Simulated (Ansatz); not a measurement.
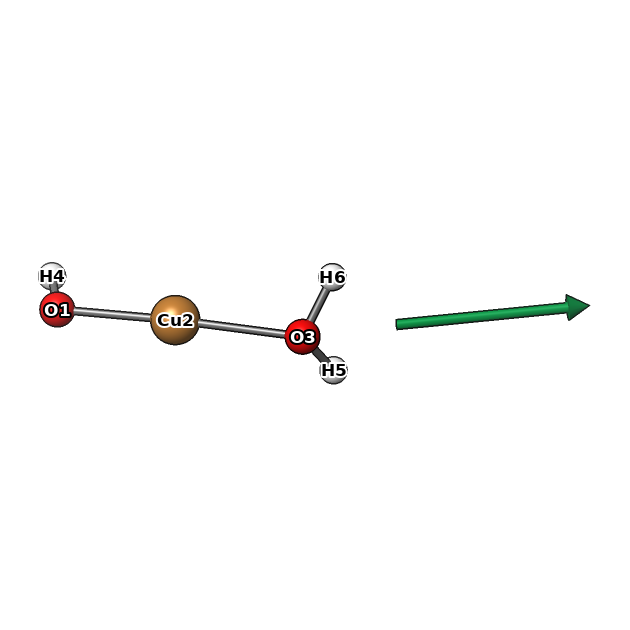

The arrow beside the molecule shows the direction of the dipole moment, from the negative to the positive end (its length means nothing). Charge 0, singlet. The computed structure is the end point of a PBE-D4/def2-SVP optimisation. No frequency run is at hand to confirm it as a minimum. Method: RKS PBE-D4/def2-SVP (Ansatz 0.2.0).

How large is the dipole moment?

Answer. 6.59 D; it points from the side of O1, H4 to the side of H5, H6 (the outermost atoms at the two ends).
